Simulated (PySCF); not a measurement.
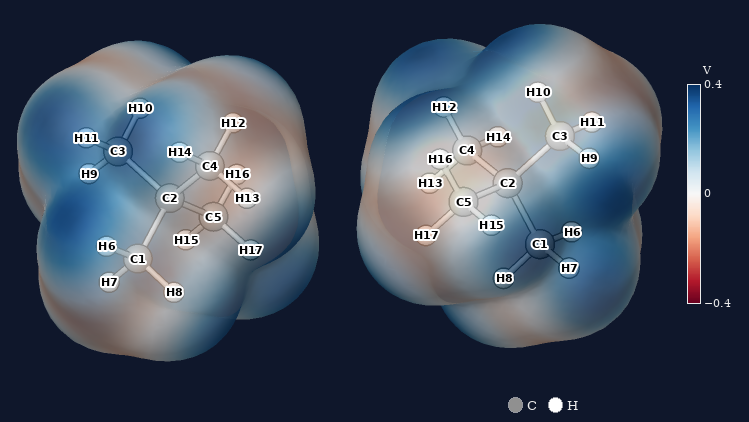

C$_{5}$H$_{12}$, SMILES `CC(C)(C)C`. Electrostatic potential on the surface of electron density 0.001 a.u. (back view left, front view right).

Method: PBE/def2-TZVP; geometry: GFN2-xTB; program: PySCF. No frequency check shows the geometry to be a minimum.

Cartesian coordinates (Å):

```
C1       1.0396   -0.9416   -0.6114
C2       0.0003    0.0001    0.0004
C3       0.6800    0.9198    1.0163
C4      -0.6364    0.8442   -1.1061
C5      -1.0832   -0.8222    0.7010
H6       1.8197   -0.3747   -1.1153
H7       1.5035   -1.5523    0.1593
H8       0.5744   -1.6051   -1.3377
H9       1.1393    0.3371    1.8122
H10     -0.0443    1.5984    1.4624
H11      1.4559    1.5129    0.5360
H12     -1.3800    1.5213   -0.6905
H13     -1.1269    0.2084   -1.8390
H14      0.1192    1.4370   -1.6175
H15     -0.6498   -1.4302    1.4925
H16     -1.8337   -0.1706    1.1417
H17     -1.5791   -1.4838   -0.0057
```

**Where are the extremes of the potential on the surface?**

Highest: 0.35 V, 1.4 Å from H13, and at like points elsewhere. Lowest: −0.13 V, near H10 (1.78 Å), H9 (1.79 Å), C3 (1.93 Å) and H11 (1.99 Å), and at like points elsewhere. The surface is sampled at points, so like sites can differ by a few per cent and only the strongest of them is named.

**What volume does the surface enclose, and what is the dipole moment?**

About 136 Å³; the dipole moment is 0.0 D.
